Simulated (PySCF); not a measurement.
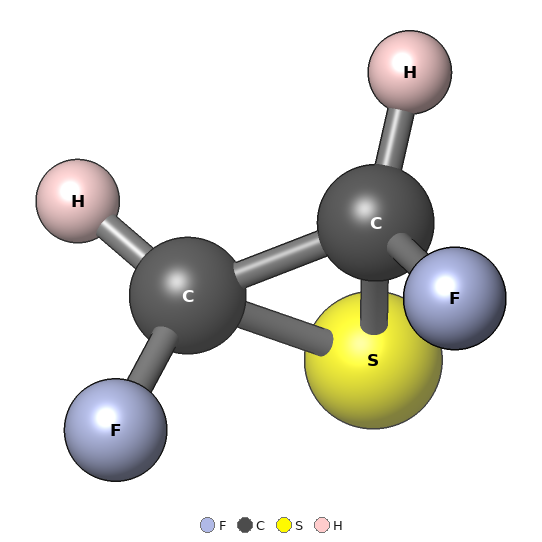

Orthographic view. Depth is shown by fading: the farther an atom, the more it takes the colour of the background. The geometry was computed by an optimisation with PBE0-D3(BJ)/def2-SVP. No frequency run is at hand to confirm it as a minimum.

> Give the standard InChI.

InChI=1S/C2H2F2S/c3-1-2(4)5-1/h1-2H/t1-,2+
